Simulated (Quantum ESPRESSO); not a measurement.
# O K edges of TiO2, NiO and SnO2

How do the cations around the absorber shape the O K edge?

Each spectrum comes from a core-hole supercell calculation (Quantum ESPRESSO XSpectra, PBE (with +U on some cations), full core hole (charged cell), supercells with 5.5 to 5.9 Å between holes, Lorentzian half width 0.4 eV up to 4 eV, rising linearly to 1.75 eV at 25 eV (folded afterwards from narrower runs)). Logs are left out.

## Step 1: The absorbers

| crystal | absorber's surroundings | own zero (eV) | rising edge (eV) | first and strongest maxima up to 24 eV above its own zero, eV (height) |
| --- | --- | --- | --- | --- |
| TiO2 (Rutile, P4_2/mnm) | 2 Ti at 1.95 Å and 1 Ti at 1.98 Å (distorted trigonal planar, site symmetry m2m) | 528.8 | 528.9 | 0.9 eV (1.49), 3.7 eV (2.02), 13.2 eV (1.53) and 23.7 eV (0.72) |
| NiO (Fm-3m) | 6 Ni at 2.09 Å (octahedral, site symmetry m-3m) | 530.2 | 531.2 | 1.5 eV (1.53), 5.3 eV (2.20), 8.1 eV (2.62) and 13.7 eV (0.71) |
| SnO2 (Cassiterite, P4_2/mnm) | 3 Sn at 2.05 Å (distorted trigonal planar, site symmetry m2m) | 528.3 | 530.5 | 4.2 eV (2.08) and 9.4 eV (2.26) |

The rising edge is the photon energy at which the scaled intensity first reaches 0.6 (total-energy differences plus the lowest empty eigenvalue of the charged cell, less 8.9 eV, the free-atom term for the hole's spin); it carries a common error. Such values are good to a few eV.

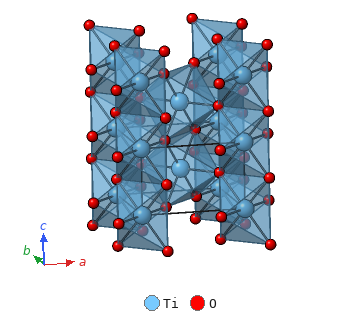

TiO2 (Rutile, P4_2/mnm) (titanium blue, oxygen red). 1×1×2 cells are drawn. Some periodic images of atoms are drawn too.

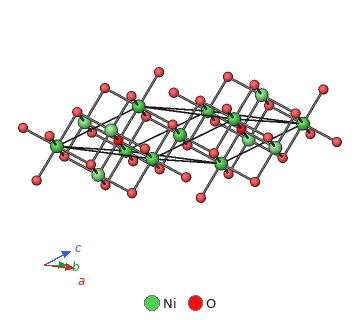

NiO (Fm-3m) (nickel green, oxygen red). Some periodic images of atoms are drawn too.

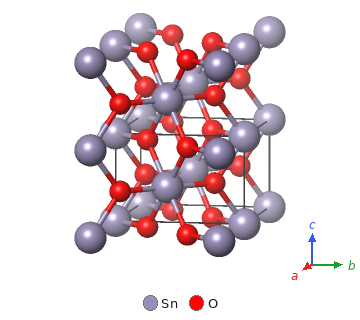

SnO2 (Cassiterite, P4_2/mnm) (tin purple, oxygen red). 2×1×2 cells are drawn. Some periodic images of atoms are drawn too.

## Step 2: The spectra

Energy from 528.3 eV, the lowest zero; each curve has a mean of 1 over its first 20 eV:

```
E (eV)  TiO2   NiO  SnO2
  -2.0  0.07  0.04  0.06
  -0.5  0.16  0.06  0.09
   1.0  1.16  0.11  0.21
   2.5  0.76  0.39  0.77
   4.0  1.93  0.91  1.96
   5.5  0.77  1.14  1.09
   7.0  0.30  2.16  1.26
   8.5  0.52  1.66  1.70
  10.0  1.08  2.60  2.08
  11.5  1.23  1.33  1.36
  13.0  1.46  0.61  0.65
  14.5  1.42  0.56  0.47
  16.0  1.21  0.69  0.46
  17.5  0.83  0.52  0.55
  19.0  0.58  0.40  0.62
  20.5  0.54  0.34  0.63
  22.0  0.62  0.34  0.66
  23.5  0.70  0.39  0.73
  25.0  0.71  0.47  0.79
  26.5  0.65  0.53  0.86
  28.0  0.60  0.70  0.84
  29.5  0.58  1.05  0.81
  31.0  0.64  1.26  0.91
```

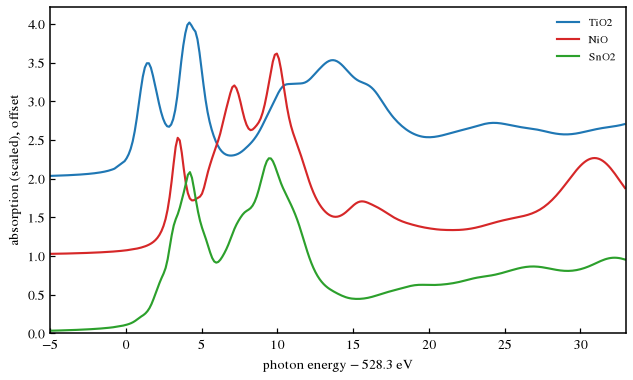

The O K edges.

## Step 3: Reading

After the best relative shift (up to 4 eV allowed) the most alike pair, SnO2 (Cassiterite, P4_2/mnm) and NiO (Fm-3m), differs by 34 % r.m.s., the least alike, NiO (Fm-3m) and TiO2 (Rutile, P4_2/mnm), by 63 %. Between 0 and 20 eV on the axis shown, these two part most near 7.2 eV, where NiO (Fm-3m) is higher by 1.9. The rising edges span 2.3 eV, lowest for TiO2 (Rutile, P4_2/mnm). For TiO2 (Rutile, P4_2/mnm): a K edge sees empty p states; the first features are O p mixed into the empty d states of the Ti neighbours, and the broad ones above probably into the cations' higher empty bands. Ti is d⁰ and octahedral here, so the pair, 2.8 eV apart, is its t₂g and e_g bands. For NiO (Fm-3m): a K edge sees empty p states; the first features are O p mixed into the empty d states of the Ni neighbours, and the broad ones above probably into the cations' higher empty bands. For SnO2 (Cassiterite, P4_2/mnm): a K edge sees empty p states on the absorber.

The spins start antiferromagnetically in a simple order, which needn't be the measured one; gap and edge can depend on it. Lifetime broadening is put in by hand, and intensities beyond about 20 eV depend on it. All cells keep the holes under 6.5 Å apart, so shapes are probably not fully converged. The structures are entries of the Crystallography Open Database, used as given.

[Logs are printed without paths, hosts, clocks, repeated set-up lines and the standing remarks that a program may print on its own settings, such as how far it seeks lower states.]

[Hosts, paths, dates, database ids (printed as entryN), source tags and the programs' standing remarks are cut or masked in the printed files.]
